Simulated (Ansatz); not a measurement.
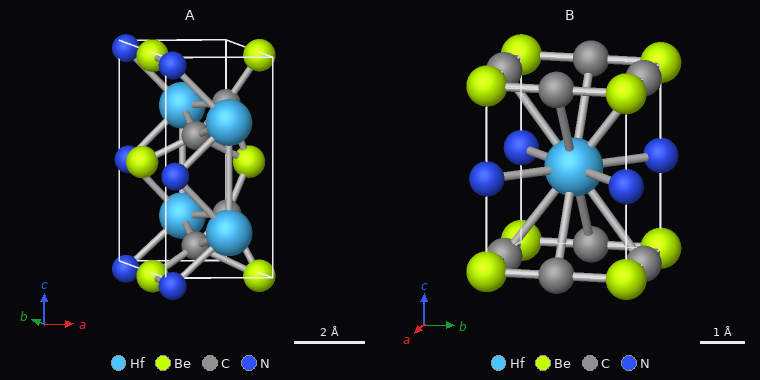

Two structures of HfBeC₂N, each relaxed to rest (conventional cells in solid outline, small ones repeated, not to one scale). Method: DFT PBE, scalar-relativistic, plane waves, PAW in Ansatz, without spin polarisation.

**Give the type and space group of each.**

A: 10 atoms a cell on a primitive monoclinic lattice, Pc. B: 5 atoms a cell on a primitive tetragonal lattice, P4/mmm.

**Which polymorph is favoured?**

A is lower, by 1109 meV/atom at this level of theory (energies at zero smearing). Volumes: A 9.9, B 9.4 Å³/atom.

One or both may be structure types tried for this composition rather than known phases.
